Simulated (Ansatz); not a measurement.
**CCSD(T)/3-21G run of [NH4]+ (ammonium)**

Aim: the energy change on altering one bond length of [NH4]+ (ammonium) at CCSD(T)/3-21G, from 2 runs. 

The calculation is run with Ansatz 0.2.0.

2 further runs of the same task are left out: 1 that didn't finish, 1 set aside as unsound or not needed.

## (1) The system as given

[NH4]+ has 5 atoms, charge +1, and is taken as a singlet. SMILES: `[NH4+]`. The shape is that of a GFN2-xTB optimisation.

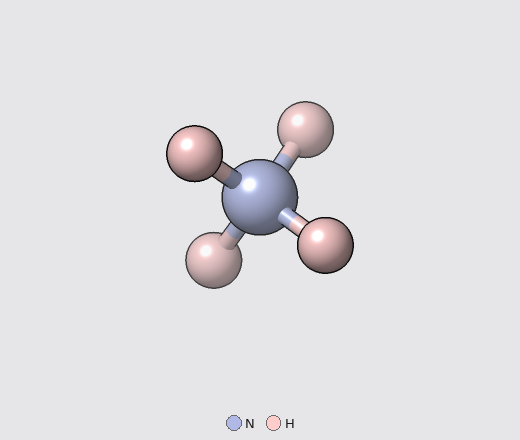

The structure, seen from a chosen angle (nitrogen light blue, hydrogen pink).

## (2) A single-point energy at CCSD(T)/3-21G

Contents of molecule.yaml:

```yaml
crystal:
  periodic: [false, false, false]
  atoms:
    - {symbol: "N", position_ang: [0.000080, 0.000050, -0.000010]}
    - {symbol: H, position_ang: [0.455870, -0.450720, 0.805650]}
    - {symbol: H, position_ang: [-0.977900, 0.217540, 0.236550]}
    - {symbol: H, position_ang: [0.024080, -0.637350, -0.808220]}
    - {symbol: H, position_ang: [0.497880, 0.870480, -0.233970]}
basis:
  gaussian:
    orbitals: 3-21G.json
total_charge: 1
correlation:
  method: ccsd_t
  frozen_orbitals: {H: 0, "N": 1}
accuracy: high
scf:
  omitted_lower_state_checks: [cluster_reference, increment]
```

The basis set 3-21G is read from a file made from the Basis Set Exchange's data (not shown).

Started as:

```
$ ansatz run molecule.yaml --threads 1 --pin off --max-ram 2610MiB --events-out events.jsonl --progress --plain --runs-dir runs
```

What it wrote, cut to the lines that bear on the results:

```text
Warning: RAYON_NUM_THREADS=1 ignored (pool sized by the plan → 1); use --threads N
Functional definition: HF
  name "HF"
[...]
338 factors; integrals over basis functions are off by at most 1.8e-8 eV
[...]
mean field -1530.19522435 eV, -56.2336372911 hartree, gradient 2.8e-8 eV, S^2 0.000000; 0 other end points of the search recorded, 0 dependent functions left out
1 core orbitals not correlated: weight in the atoms' cores, before any rotation towards them, 1.000 or more for the frozen orbitals, at most 0.000 for the correlated occupied ones
reference -1530.19522435 eV, -56.2336372911 hartree; 4, 4 occupied and 12, 12 virtual orbitals, 338 factors
second order -3.20986579 eV of doubles, -0.00000000 eV of singles
cycle   1  -3.45054413 eV  change   -2.4e-1 eV  update   3.8e-2
[...]
cycle  15  -3.61003001 eV  change   7.7e-10 eV  update  5.9e-10
perturbative correction -0.04917945 eV, -0.0018073114 hartree
Total energy: -1533.85443380 eV, -56.3681107583 hartree
Checks for a lower state left out: cluster_reference, increment
```

It took 0.08 s on 1 thread of Intel Xeon 6975P-C (Granite Rapids), shared host.

## (3) The distorted shape at the same level

Contents of run.yaml:

```yaml
crystal:
  periodic: [false, false, false]
  atoms:
    - {symbol: N, position_ang: [-0.113881, 0.112756, -0.201449]}
    - {symbol: H, position_ang: [0.455870, -0.450720, 0.805650]}
    - {symbol: H, position_ang: [-1.091861, 0.330246, 0.035111]}
    - {symbol: H, position_ang: [-0.089881, -0.524644, -1.009659]}
    - {symbol: H, position_ang: [0.383919, 0.983186, -0.435409]}
basis:
  gaussian:
    orbitals: 3-21G.json
total_charge: 1
correlation:
  method: ccsd_t
  frozen_orbitals: {H: 0, "N": 1}
accuracy: high
scf:
  omitted_lower_state_checks: [cluster_reference, increment]
```

The basis set 3-21G is read from a file made from the Basis Set Exchange's data (not shown).

Started as:

```
$ ansatz run run.yaml --threads 1 --pin off --max-ram 2610MiB --events-out events.jsonl --progress --plain --runs-dir runs
```

What it wrote, cut to the lines that bear on the results:

```text
Warning: RAYON_NUM_THREADS=1 ignored (pool sized by the plan → 1); use --threads N
Functional definition: HF
  name "HF"
[...]
337 factors; integrals over basis functions are off by at most 5.2e-9 eV
[...]
mean field -1529.25321037 eV, -56.1990189160 hartree, gradient 1.3e-8 eV, S^2 0.000000; 0 other end points of the search recorded, 0 dependent functions left out
1 core orbitals not correlated: weight in the atoms' cores, before any rotation towards them, 1.000 or more for the frozen orbitals, at most 0.000 for the correlated occupied ones
reference -1529.25321037 eV, -56.1990189160 hartree; 4, 4 occupied and 12, 12 virtual orbitals, 337 factors
second order -3.36964827 eV of doubles, -0.00000000 eV of singles
cycle   1  -3.60168805 eV  change   -2.3e-1 eV  update   4.4e-2
[...]
cycle  16  -3.80260509 eV  change  -6.0e-10 eV  update  1.4e-10
perturbative correction -0.06087719 eV, -0.0022371953 hartree
Total energy: -1533.11669264 eV, -56.3409992707 hartree
Checks for a lower state left out: cluster_reference, increment
```

Run time: 0.08 s. Hardware: 1 thread of Intel Xeon 6975P-C (Granite Rapids), shared host.

## (4) What came out

Level: CCSD(T)/3-21G, 1 core orbital frozen.

| quantity | value |
| --- | --- |
| first shape: total energy | -56.36811 Eh |
| first shape: correlation energy (1 core orbital frozen) | -134.5 mEh |
| first shape: (T) correction | -1.81 mEh |
| first shape: T1 diagnostic | 0.007 |
| distorted shape: total energy | -56.34100 Eh |
| distorted shape: correlation energy (1 core orbital frozen) | -142.0 mEh |
| distorted shape: (T) correction | -2.24 mEh |
| distorted shape: T1 diagnostic | 0.009 |
| energy change with the N1–H2 bond stretched from 1.030 to 1.287 Å | 0.738 eV |

What this shows: With the N1–H2 bond stretched from 1.030 to 1.287 Å the energy rises by 0.74 eV (17.0 kcal/mol). The first shape isn't relaxed at this level, so the change isn't measured from a minimum. The triples (first shape) make up 1.3 % of the correlation energy. The triples (distorted shape) make up 1.6 % of the correlation energy.
